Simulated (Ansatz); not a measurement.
**B₂ClFH₂: up Jacob's ladder to CCSD(T)**

Aim: compute B₂ClFH₂ with functionals from several rungs and with coupled cluster, and see how far each lands from CCSD(T) at the basis-set limit for the atomisation energy.

Computed with Ansatz 0.2.0, Gaussian basis. Level: functionals in def2-TZVPP, the program's frozen cores in correlated methods.

Levels to be run: LDA (SPW92), PBE-D4, revPBE-D4, BLYP-D4, r2SCAN-D4, B97M-V, PBE0-D4, B3LYP-D4, r2SCANh-D4, r2SCAN0-D4, HSE06-D4, BHLYP-D4, CAM-B3LYP-D4, LC-ωPBE, ωB97X-V, ωB97M-V, B2PLYP, PBE-QIDH; CCSD(T)/def2-SVP; CCSD(T)/def2-TZVPP; MP2/def2-QZVPP; extrapolation to the limit; RPA on PBE.

## Step 1: Structure used throughout

All runs share one geometry, relaxed beforehand with PBE0-D4 in a triple-zeta def2 set.

SMILES `FBBCl`, 6 atoms, charge 0, spin multiplicity 1.

Atoms are counted from 1 here; the program's logs count them from 0.

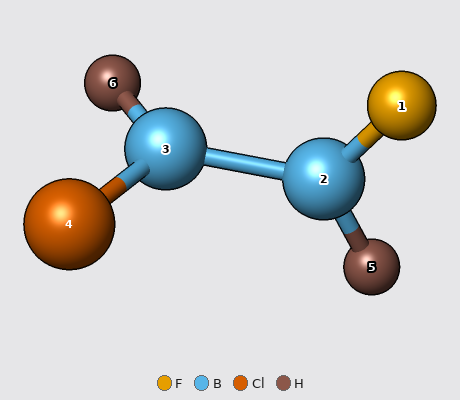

The geometry (fluorine amber, boron blue, chlorine orange, hydrogen brown); atoms are numbered from 1 in the order of the file.

## Step 2: LDA

This LDA is Slater exchange with PW92 correlation.

in.yaml reads:

```yaml
crystal:
  periodic: [false, false, false]
  atoms:
    - {symbol: F, position_ang: [1.399573, -1.313591, -0.267420]}
    - {symbol: B, position_ang: [0.803847, -0.134094, -0.366033]}
    - {symbol: B, position_ang: [-0.636644, 0.183762, 0.464239]}
    - {symbol: Cl, position_ang: [-2.143563, -0.114168, -0.364007]}
    - {symbol: H, position_ang: [1.341894, 0.675003, -1.078787]}
    - {symbol: H, position_ang: [-0.723006, 0.638988, 1.565808]}
basis:
  gaussian: {orbitals: def2-TZVPP}
hamiltonian: {xc: lda}
output: {orbitals: {seedname: orbitals}}
```

Run with:

```sh
ansatz run in.yaml --threads 2 --pin off --events-out ev --progress --plain --max-ram 4352MiB
```

After this run come: PBE-D4 (GGA); revPBE-D4 (GGA); BLYP-D4 (GGA); r2SCAN-D4 (meta-GGA); B97M-V (meta-GGA); PBE0-D4 (hybrid); B3LYP-D4 (hybrid); r2SCANh-D4 (hybrid); r2SCAN0-D4 (hybrid); HSE06-D4 (hybrid); BHLYP-D4 (hybrid); CAM-B3LYP-D4 (range-separated); LC-ωPBE (range-separated); ωB97X-V (range-separated); ωB97M-V (range-separated); B2PLYP (double hybrid); PBE-QIDH (double hybrid); CCSD(T) in def2-SVP; CCSD(T) in def2-TZVPP; MP2 in def2-QZVPP; RPA on PBE orbitals.

Q: Predict the results of all the runs planned. Wanted: atomisation energy, CCSD(T)/CBS; farthest beyond LDA; mean size of error, GGA; mean size of error, meta-GGA; mean size of error, hybrid; mean size of error, range-separated; mean size of error, double hybrid; gap, smallest and largest; T1 diagnostic.

**Answer**, as computed:

| quantity | value |
| --- | --- |
| atomisation energy, CCSD(T)/CBS | 2178.8 kJ/mol |
| functionals within 10.9 kJ/mol (0.5 %) | revPBE-D4, r2SCAN0-D4, B2PLYP |
| farthest beyond LDA | PBE-D4 (+71.1 kJ/mol) |
| mean size of error, GGA | 32.2 kJ/mol |
| mean size of error, meta-GGA | 42.9 kJ/mol |
| mean size of error, hybrid | 26.2 kJ/mol |
| mean size of error, range-separated | 27.7 kJ/mol |
| mean size of error, double hybrid | 12.8 kJ/mol |
| gap, smallest and largest | 3.41 eV (LDA (SPW92)), 11.08 eV (LC-ωPBE) |
| T1 diagnostic | 0.0138 |
| triples share of the correlation energy | 3.5 % |

LDA overbinds by 330.1 kJ/mol (15 %). PBE-D4 misses by +71.1 kJ/mol. Double hybrids carry the basis error of their MP2 part in triple zeta, and no dispersion term here, so their miss is partly the set-up's. By mean error the best rung here is double hybrid (12.8 kJ/mol) and the worst beyond LDA is meta-GGA (42.9 kJ/mol). Misses under about 10.9 kJ/mol are within the doubt on the reference itself, which lacks core-valence correlation, relativity and higher excitations. Hartree-Fock recovers 79 % of the binding; the rest is correlation. CCSD(T) in def2-SVP is off by -79.7 kJ/mol, which most functionals beat. The gap grows from 3.4 to 11.1 eV across the functionals, mostly with the share of exact exchange.
